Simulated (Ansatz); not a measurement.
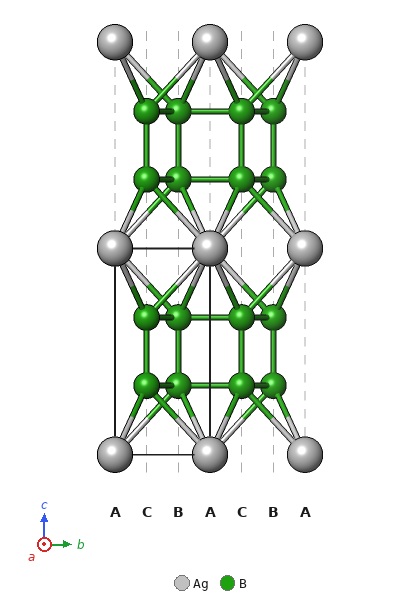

Projection along an edge of the hexagonal mesh, stacking direction c upwards. The dashed lines mark the three columns A (0, 0), B (1/3, 2/3) and C (2/3, 1/3). The sequence starts with the first layer at or above the cell's origin.

AgB4. Coordinates: the input geometry of an electronic-structure calculation (not necessarily at equilibrium); the starting structure was generated, so it need not be a known form of this composition.

Question: Read off the stacking sequence over one period.

Answer: Ag(A) – B(B)+B(C) – B(B)+B(C) (three layers in 5.70 Å).
